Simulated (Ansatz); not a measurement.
# Si20H28 off sphere (Si₂₀H₂₈): trial inputs and their diagnosis

Aim: try 2 inputs for Si20H28 off sphere (Si₂₀H₂₈) as typed, read how each ends, and find what has to change.

The runs use Ansatz 0.2.0, Gaussian basis; the settings change from run to run.

**1. The geometry**

An earlier PBE-D4/def2-SVP relaxation fixed the geometry.

48 atoms, charge 0, spin multiplicity 1.

Atoms are counted from 1 here; the program's logs count them from 0.

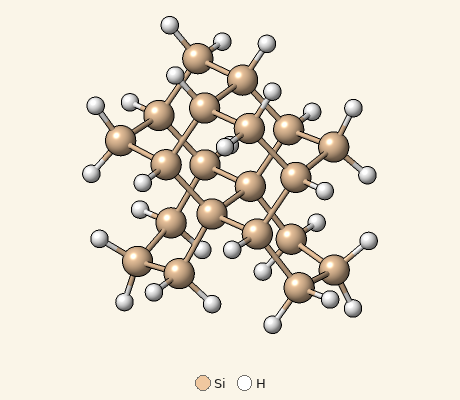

The structure; silicon light orange, hydrogen white.

**2. Try 1**

The input, in.yaml:

```yaml
crystal:
  periodic: [false, false, false]
  atoms:
    - {symbol: Si, position_ang: [-3.886575, 1.932956, -0.275912]}
    - {symbol: Si, position_ang: [-1.386293, -3.159389, 2.754769]}
    - {symbol: Si, position_ang: [1.680507, -3.431049, -0.367575]}
    - {symbol: Si, position_ang: [-1.062614, 2.082599, -2.977626]}
    - {symbol: Si, position_ang: [1.601633, -0.672439, -2.971103]}
    - {symbol: Si, position_ang: [-1.083289, -0.677055, -0.271214]}
    - {symbol: Si, position_ang: [-1.135209, 1.884805, 2.529726]}
    - {symbol: Si, position_ang: [1.640751, -0.700171, 2.414774]}
    - {symbol: Si, position_ang: [1.628300, 2.055106, -0.249043]}
    - {symbol: Si, position_ang: [4.343703, -0.685929, -0.256909]}
    - {symbol: Si, position_ang: [-2.529188, -1.884051, 1.137413]}
    - {symbol: Si, position_ang: [-2.415818, 0.700041, -1.639041]}
    - {symbol: Si, position_ang: [-2.753401, 3.159674, 1.387499]}
    - {symbol: Si, position_ang: [0.247804, -2.055223, -1.628255]}
    - {symbol: Si, position_ang: [0.278398, -1.932962, 3.886390]}
    - {symbol: Si, position_ang: [2.978311, -2.082827, 1.060632]}
    - {symbol: Si, position_ang: [0.253778, 0.685419, -4.343839]}
    - {symbol: Si, position_ang: [0.366949, 3.430797, -1.681316]}
    - {symbol: Si, position_ang: [2.970119, 0.672129, -1.603698]}
    - {symbol: Si, position_ang: [0.272193, 0.677132, 1.083200]}
    - {symbol: H, position_ang: [-4.697794, 2.882449, -1.124289]}
    - {symbol: H, position_ang: [-4.843303, 0.979083, 0.395478]}
    - {symbol: H, position_ang: [-2.379895, -3.680485, 3.765651]}
    - {symbol: H, position_ang: [-0.749276, -4.346828, 2.080412]}
    - {symbol: H, position_ang: [2.605108, -4.162190, -1.311791]}
    - {symbol: H, position_ang: [0.908245, -4.458933, 0.418775]}
    - {symbol: H, position_ang: [-1.939991, 2.960375, -3.840941]}
    - {symbol: H, position_ang: [2.491856, -1.546595, -3.826212]}
    - {symbol: H, position_ang: [-1.845958, 0.890528, 3.414836]}
    - {symbol: H, position_ang: [-0.303350, 2.778723, 3.416925]}
    - {symbol: H, position_ang: [2.557788, 0.184119, 3.230575]}
    - {symbol: H, position_ang: [2.514611, 2.889169, 0.647248]}
    - {symbol: H, position_ang: [5.256903, -1.517920, -1.124853]}
    - {symbol: H, position_ang: [5.196902, 0.179087, 0.638690]}
    - {symbol: D, position_ang: [-3.417714, -2.777435, 0.306388]}
    - {symbol: H, position_ang: [-3.413056, -0.889210, 1.848935]}
    - {symbol: H, position_ang: [-3.232050, -0.184421, -2.555534]}
    - {symbol: H, position_ang: [-3.763371, 3.681385, 2.381713]}
    - {symbol: H, position_ang: [-2.079335, 4.346761, 0.749492]}
    - {symbol: H, position_ang: [-0.649251, -2.889208, -2.513868]}
    - {symbol: H, position_ang: [1.127213, -2.882498, 4.697100]}
    - {symbol: H, position_ang: [-0.392196, -0.978912, 4.843496]}
    - {symbol: H, position_ang: [3.842188, -2.960605, 1.937465]}
    - {symbol: H, position_ang: [-0.642525, -0.179775, -5.196120]}
    - {symbol: H, position_ang: [1.121006, 1.517151, -5.257954]}
    - {symbol: H, position_ang: [1.310799, 4.161032, -2.607009]}
    - {symbol: H, position_ang: [-0.418262, 4.459421, -0.908880]}
    - {symbol: H, position_ang: [3.824642, 1.546139, -2.494623]}
basis:
  gaussian: {orbitals: STO-3G}
hamiltonian: {xc: {name: PBEsol}, dispersion: d3bjatm}
accuracy: high
scf: {omitted_lower_state_checks: [starts]}
```

Run with:

```sh
$ ansatz run in.yaml --threads 2 --pin off --events-out ev --progress --plain --max-ram 20480MiB --backend cuda --devices 0, --max-vram 18GiB
```

Output:

```text
Error: YAML parse error: error: line 38 column 16: `D` is not an element symbol (H … Og, case-exact)
  --> <input>:38:16
   |
36 |     - {symbol: H, position_ang: [5.256903, -1.517920, -1.124853]}
37 |     - {symbol: H, position_ang: [5.196902, 0.179087, 0.638690]}
38 |     - {symbol: D, position_ang: [-3.417714, -2.777435, 0.306388]}
   |                ^ `D` is not an element symbol (H … Og, case-exact)
39 |     - {symbol: H, position_ang: [-3.413056, -0.889210, 1.848935]}
40 |     - {symbol: H, position_ang: [-3.232050, -0.184421, -2.555534]}
   |
```

Wall time 0.05 s (1 × H100 (card shared with other runs) with 2 threads of AMD EPYC 7R13, shared host).

Diagnosis: Refused before any calculation. An element symbol is wrong. Cure: correct the symbol.

**3. Try 2**

The input, in.yaml:

```yaml
crystal:
  periodic: [false, false, false]
  atoms:
    - {symbol: Si, position_ang: [-3.886575, 1.932956, -0.275912]}
    - {symbol: Si, position_ang: [-1.386293, -3.159389, 2.754769]}
    - {symbol: Si, position_ang: [1.680507, -3.431049, -0.367575]}
    - {symbol: Si, position_ang: [-1.062614, 2.082599, -2.977626]}
    - {symbol: Si, position_ang: [1.601633, -0.672439, -2.971103]}
    - {symbol: Si, position_ang: [-1.083289, -0.677055, -0.271214]}
    - {symbol: Si, position_ang: [-1.135209, 1.884805, 2.529726]}
    - {symbol: Si, position_ang: [1.640751, -0.700171, 2.414774]}
    - {symbol: Si, position_ang: [1.628300, 2.055106, -0.249043]}
    - {symbol: Si, position_ang: [4.343703, -0.685929, -0.256909]}
    - {symbol: Si, position_ang: [-2.529188, -1.884051, 1.137413]}
    - {symbol: Si, position_ang: [-2.415818, 0.700041, -1.639041]}
    - {symbol: Si, position_ang: [-2.753401, 3.159674, 1.387499]}
    - {symbol: Si, position_ang: [0.247804, -2.055223, -1.628255]}
    - {symbol: Si, position_ang: [0.278398, -1.932962, 3.886390]}
    - {symbol: Si, position_ang: [2.978311, -2.082827, 1.060632]}
    - {symbol: Si, position_ang: [0.253778, 0.685419, -4.343839]}
    - {symbol: Si, position_ang: [0.366949, 3.430797, -1.681316]}
    - {symbol: Si, position_ang: [2.970119, 0.672129, -1.603698]}
    - {symbol: Si, position_ang: [0.272193, 0.677132, 1.083200]}
    - {symbol: H, position_ang: [-4.697794, 2.882449, -1.124289]}
    - {symbol: H, position_ang: [-4.843303, 0.979083, 0.395478]}
    - {symbol: H, position_ang: [-2.379895, -3.680485, 3.765651]}
    - {symbol: H, position_ang: [-0.749276, -4.346828, 2.080412]}
    - {symbol: H, position_ang: [2.605108, -4.162190, -1.311791]}
    - {symbol: H, position_ang: [0.908245, -4.458933, 0.418775]}
    - {symbol: H, position_ang: [-1.939991, 2.960375, -3.840941]}
    - {symbol: H, position_ang: [2.491856, -1.546595, -3.826212]}
    - {symbol: H, position_ang: [-1.845958, 0.890528, 3.414836]}
    - {symbol: H, position_ang: [-0.303350, 2.778723, 3.416925]}
    - {symbol: H, position_ang: [2.557788, 0.184119, 3.230575]}
    - {symbol: H, position_ang: [2.514611, 2.889169, 0.647248]}
    - {symbol: H, position_ang: [5.256903, -1.517920, -1.124853]}
    - {symbol: H, position_ang: [5.196902, 0.179087, 0.638690]}
    - {symbol: H, position_ang: [-3.417714, -2.777435, 0.306388]}
    - {symbol: H, position_ang: [-3.413056, -0.889210, 1.848935]}
    - {symbol: H, position_ang: [-3.232050, -0.184421, -2.555534]}
    - {symbol: H, position_ang: [-3.763371, 3.681385, 2.381713]}
    - {symbol: H, position_ang: [-2.079335, 4.346761, 0.749492]}
    - {symbol: H, position_ang: [-0.649251, -2.889208, -2.513868]}
    - {symbol: H, position_ang: [1.127213, -2.882498, 4.697100]}
    - {symbol: H, position_ang: [-0.392196, -0.978912, 4.843496]}
    - {symbol: H, position_ang: [3.842188, -2.960605, 1.937465]}
    - {symbol: H, position_ang: [-0.642525, -0.179775, -5.196120]}
    - {symbol: H, position_ang: [1.121006, 1.517151, -5.257954]}
    - {symbol: H, position_ang: [1.310799, 4.161032, -2.607009]}
    - {symbol: H, position_ang: [-0.418262, 4.459421, -0.908880]}
    - {symbol: H, position_ang: [3.824642, 1.546139, -2.494623]}
basis:
  gaussian: {orbitals: cc-pVDZ, fitting: {mean_field: def2-universal-jkfit}}
hamiltonian: {xc: {name: HF}}
correlation: {active_space: {window: {electrons: 3, orbitals: 2}}}
output: {forces: true}
```

Launched as before.

Output:

```text
Functional definition: HF
  name "HF"
  cite "Fock, Z. Phys. 61, 126 (1930) doi:10.1007/BF01340294"
  parent pbe
  exchange = exact_x
  correlation = 0
3064 factors; integrals over basis functions are off by at most 3.1e-1 eV
mean field evaluation 1: about -157683.2788 eV, gradient 3.6e1 eV
mean field evaluation 2: about -157691.2441 eV, gradient 1.3e1 eV
mean field evaluation 4: about -157692.3522 eV, gradient 9.2e-1 eV
mean field -157692.36194888 eV, -5795.0874138992 hartree, gradient 2.7e-6 eV, S^2 0.000000; 0 other end points of the search recorded, 0 dependent functions left out
reference -157692.36194888 eV, -5795.0874138992 hartree; 154, 154 occupied and 346, 346 virtual orbitals, 3064 factors
Error: 3 electrons in 2 orbitals form no window around the highest filled level of the reference
```

It took 4.9 s on 1 × H100 (card shared with other runs) with 2 threads of AMD EPYC 7R13, shared host; peak host memory 3.2 GiB.

**Diagnosis.** It ended in an error. The active space doesn't fit the electrons. Fix: choose a window whose electrons and orbitals fit the reference.

**4. How the tries ended**

| try | level | ended | cause | time |
| --- | --- | --- | --- | --- |
| 1 | PBEsol/STO-3G | refused | an element symbol is wrong | 0.05 s |
| 2 | HF/cc-pVDZ | stopped by an error | the active space doesn't fit the electrons | 4.9 s |

In words: 1 refused, 1 stopped by an error. A refusal costs next to no computing time.
